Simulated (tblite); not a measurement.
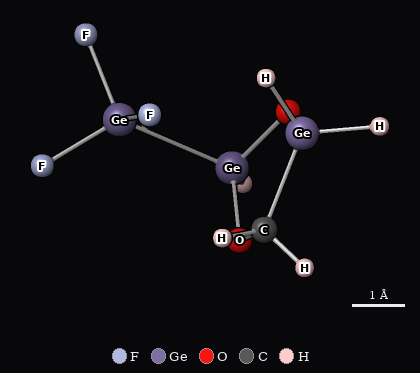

**Figure 1.** The structure as given in the input (ball-and-stick view, seen at a tilt). Sticks mark near contacts. Bond lengths as drawn: C–Ge 2.03 Å, C–H 1.09 Å, C–O 1.42 Å, F–Ge 1.78 to 1.85 Å, Ge–Ge 2.49 Å, Ge–H 1.50 to 1.52 Å and Ge–O 1.71 to 1.85 Å.

# Frequency calculation of CH$_{5}$F$_{3}$Ge$_{3}$O$_{2}$

System: CH$_{5}$F$_{3}$Ge$_{3}$O$_{2}$.
Method: GFN2-xTB harmonic vibrations, gas phase (tblite 0.8.0).

It belongs to a series of runs on one base structure; here: C replaced by Ge.

Output
```
mode    cm-1     km/mol
  1      38.6      0.09
  2      46.7      7.62
  3      61.9      2.61
  4      76.9      2.26
  5     111.0      0.53
  6     131.0     10.18
  7     142.9      7.70
  8     156.4      3.26
  9     160.4      2.50
 10     195.0     32.73
 11     226.1     49.03
 12     245.6     41.43
 13     342.3     42.18
 14     349.2     33.47
 15     410.0    288.59
 16     421.0     13.15
 17     425.5    139.02
 18     429.9    135.78
 19     487.5     35.49
 20     498.5     58.22
 21     543.5    154.10
 22     567.3    126.19
 23     573.0     36.59
 24     605.9     64.61
 25     689.3    188.87
 26     763.2     55.72
 27     787.2    210.52
 28     992.7    102.21
 29    1155.1      6.48
 30    1207.7      0.56
 31    1418.3      3.17
 32    1866.7    359.83
 33    1868.5    243.58
 34    2002.1    298.53
 35    2904.2     18.95
 36    2919.2      5.53
```

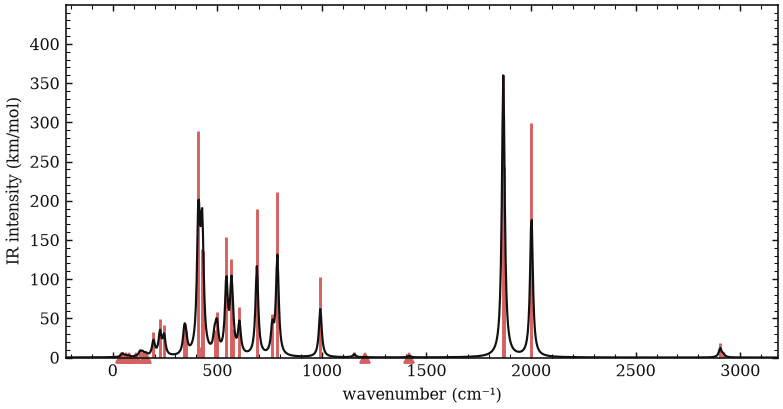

**Figure 2.** Harmonic infrared spectrum, unscaled: sticks (degenerate modes added up, dark ones marked on the axis) with a Lorentzian envelope of 16 cm⁻¹ full width, scaled to the tallest stick. 36 modes from 39 to 2919 cm⁻¹, none imaginary. The strongest line is at 1867 cm⁻¹ (360 km/mol).

The run was set up as follows.

Input file
```
{"job": {"kind": "ir", "xc": "GFN2-xTB", "basis": "xTB"}, "charge": 0, "multiplicity": 1}
F      1.226768     1.352731    -0.308190
Ge     2.312327     0.019942     0.367923
F      3.439729     1.037923     1.300712
F      3.271500    -0.230311    -1.110926
Ge     0.322492    -1.283542     1.118970
O     -0.573319    -1.460404    -0.374098
C     -1.385402    -0.365736    -0.774068
Ge    -1.538827     0.961996     0.750005
O     -0.573201    -0.078468     1.932438
H      0.532606    -2.591472     1.834542
H     -2.370794    -0.760346    -1.042451
H     -0.944708     0.110874    -1.654429
H     -0.855252     2.296757     0.728270
H     -2.864597     0.989584     1.489163
```

The first line tells a small driver script what to run in tblite; the rest is the geometry in Å.

Launched with:
```bash
OMP_NUM_THREADS=1 python <driver script> task.json out
```

Results in brief

```csv
quantity,value
outcome,converged
total energy,−898.4956 eV
zero-point energy,36.9120 kcal/mol
hardware,"1 CPU thread, shared host"
wall time,0.68 s
peak memory,0.18 GiB
```
